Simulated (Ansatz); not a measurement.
BGaH3NSn

The calculation's input:

```
crystal:
  periodic: [false, false, false]
  atoms:
    - symbol: B
      position_ang: [0.974090, 1.572647, 3.376132]
    - symbol: Ga
      position_ang: [1.877489, -1.455452, 3.088866]
    - symbol: "N"
      position_ang: [1.170290, 0.543856, 2.661994]
    - symbol: Sn
      position_ang: [1.042586, -0.233440, 0.585019]
    - symbol: H
      position_ang: [0.461556, -1.726597, 1.535025]
    - symbol: H
      position_ang: [0.799761, 2.518976, 4.067242]
    - symbol: H
      position_ang: [2.622037, -1.045200, 1.147159]
basis:
  gaussian: {orbitals: def2-TZVPD}
magnetization: {spin_polarized: false}
hamiltonian: {xc: {name: PBE0}}
output: {forces: true, orbitals: {seedname: orbitals}}
```

Launched as:

```sh
ansatz run input.yaml --threads 1 --pin off --max-ram 2610MiB --events-out events.jsonl --progress --plain --runs-dir runs
```

Geometry: PBE0-D3(BJ)/def2-SVP; core potentials replace the inner electrons of Sn.

Method: Ansatz, isolated molecule in a Gaussian basis; Kohn-Sham density functional theory, functional PBE0.

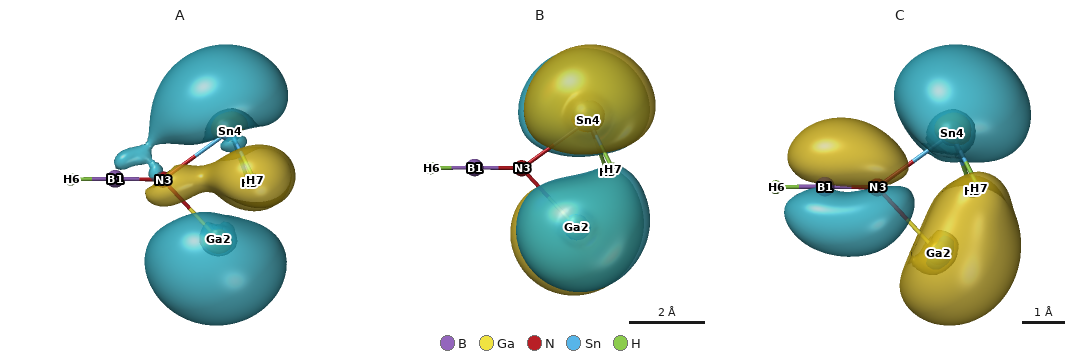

Figure 1. Three frontier orbitals at ±0.06 Å⁻³ᐟ² (yellow and cyan are the two phases), in no order.

### Order the three orbitals by energy and name them.

C is the HOMO−1 (−7.62 eV). By Hirshfeld shares it lies mainly on Sn4 (about 35 %), Ga2 (about 25 %), N3 (about 25 %) and B1 (about 10 %). A is the HOMO (−6.13 eV). By Hirshfeld shares it lies mainly on Ga2 (about 50 %) and Sn4 (about 35 %). B is the LUMO (−1.28 eV). By Hirshfeld shares it lies mainly on Ga2 (about 45 %) and Sn4 (about 40 %).

### What is the HOMO–LUMO gap?

4.85 eV between the orbital energies.

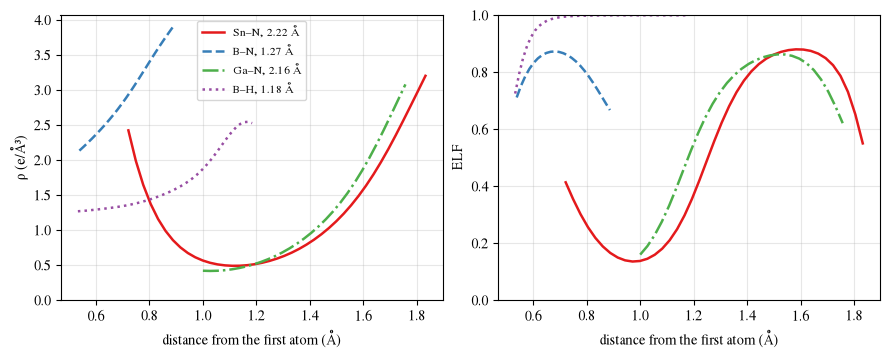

Figure 2. Electron density and ELF along straight lines between neighbouring atoms. The curves leave out the atomic cores.

### Compare the contacts.

Sn–N (2.22 Å): ρ at the midpoint is about 0.49 e/Å³; the ELF peaks at about 0.90 in the valence shell of N, 0.6 Å from its nucleus, and drops to about 0.15 between the two atoms.
B–N (1.27 Å): the density is about 2.5 e/Å³ at the midpoint; the ELF peaks at about 0.85 between the atoms; a polar covalent bond.
Ga–N (2.16 Å): the density is about 0.43 e/Å³ at the midpoint; the ELF peaks at about 0.85 in the valence shell of N, 0.6 Å from its nucleus, and is about 0.30 at the midpoint.
B–H (1.18 Å): the density is about 1.3 e/Å³ at the midpoint; the ELF climbs to about 1 towards the hydrogen, as it does in any bond to H; a covalent bond by its length.

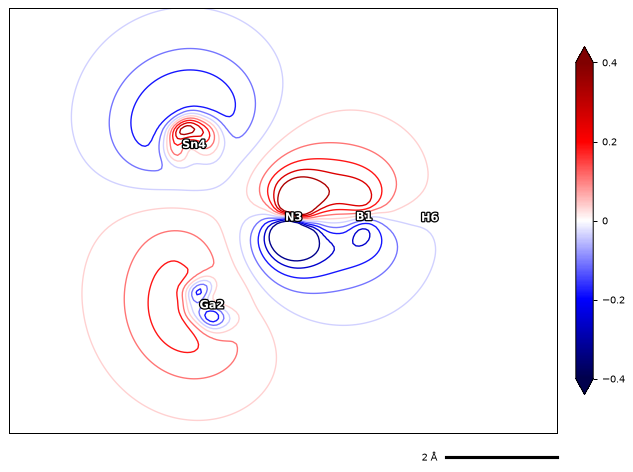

Figure 3. The HOMO−1 on the plane of atoms B1, N3 and Sn4 (values in Å⁻³ᐟ²; the overall sign is arbitrary).

### What is the character of this orbital?

By Hirshfeld shares it lies mainly on Sn4 (about 35 %), Ga2 (about 25 %), N3 (about 25 %) and B1 (about 10 %). Its energy is −7.62 eV.
